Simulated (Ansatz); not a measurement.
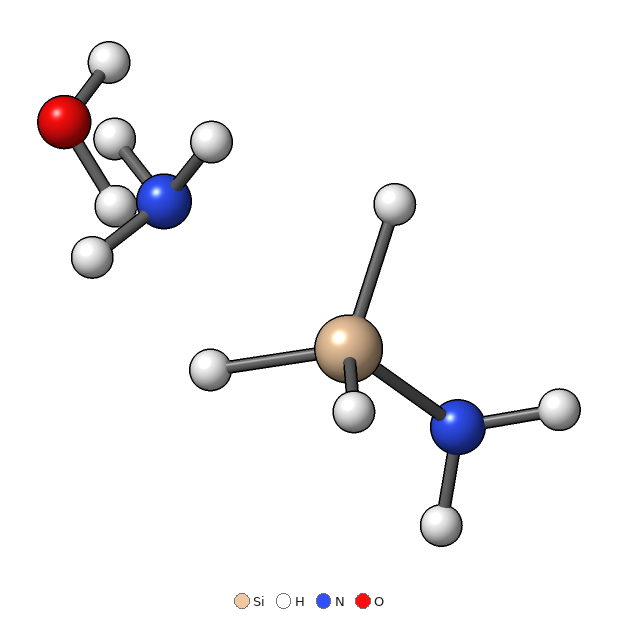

Harmonic vibrations computed with RKS PBE0-D4/def2-TZVP (Ansatz 0.2.0) at a stationary point of the same level.

How many imaginary frequencies does it have?

A minimum: no imaginary frequency, and the lowest mode lies at 46 cm⁻¹.

List the wavenumbers.

36 modes: 46, 95, 104, 119, 130, 150, 171, 180, 210, 255, 298, 346, 439, 498, 703, 793, 822, 906, 943, 950, 955, 1090, 1585, 1631, 1659, 1684, 2191, 2202, 2240, 3475, 3586, 3602, 3633, 3677, 3794, 3927 cm⁻¹.
